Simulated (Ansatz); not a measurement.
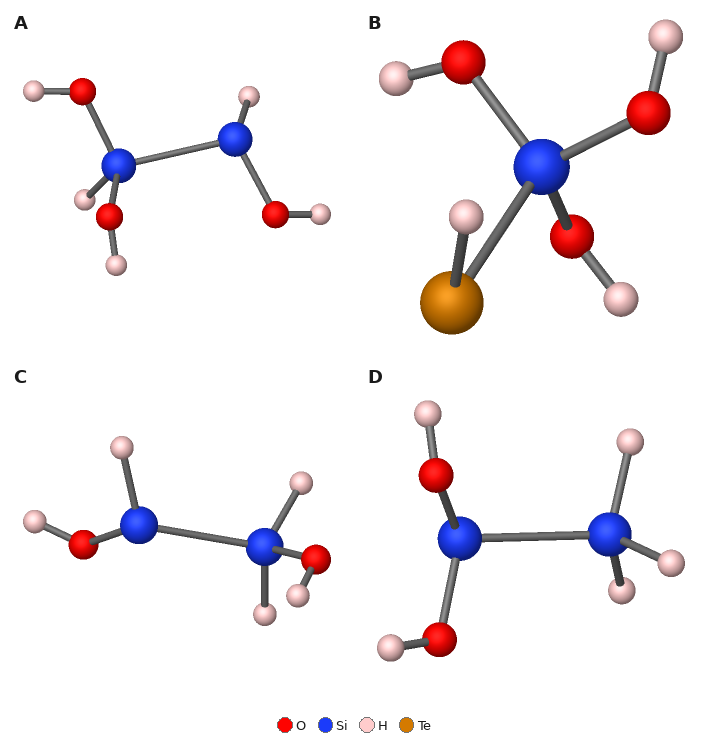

Figure made from data computed with Ansatz.

Which panel belongs to which SMILES?
(1) O[SiH][SiH](O)O
(2) O[Si](O)(O)[TeH]
(3) O[Si](O)[SiH3]
(4) O[SiH][SiH2]O

Answer. A is (1), B is (2), C is (4), D is (3).
